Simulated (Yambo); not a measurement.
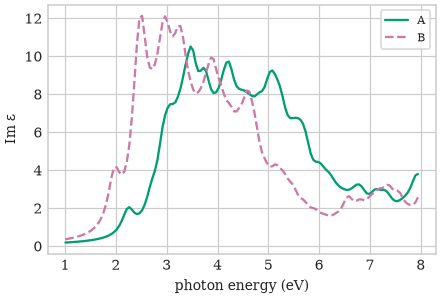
Two computed absorption spectra of PbI₂ (CdI2 type, space group P-3m1, No. 164) (Yambo, PBEsol bands with the same scissor, field along x)

Axes are Cartesian, with cell vectors (Å) (4.61, 0.00, 0.00), (-2.31, 3.99, 0.00), (0.00, 0.00, 7.26).

Question: Which curve includes the electron-hole attraction (BSE)?

Answer: Curve B: the attraction moves weight to lower energy (centre of the plotted range 4.1 eV against 4.7 eV). Settings: 6×6×2 mesh, 12 valence and 10 conduction bands, static screening with 126 bands and a 4 Ry block, scissor 0.79 eV, Tamm-Dancoff. The scissor comes from a G0W0 run whose convergence isn't established. Broadening 0.15 eV. The band window holds all transitions up to 8.1 eV. On this mesh the peak heights and the fine structure are mesh artefacts; only the shift of weight is robust.

The standard potential for Pb keeps a d shell in the valence without the s and p states of that shell. In tests on such compounds this moved G0W0 gaps by up to about 0.9 eV, so absolute quasiparticle energies here are unreliable; differences between settings are what counts.

Spin-orbit coupling is included.

Geometry of the Materials Project entry, not relaxed at this level; primitive cell a = 4.6127 Å, b = 4.6127 Å, c = 7.2570 Å, α = 90.00°, β = 90.00°, γ = 120.00°.
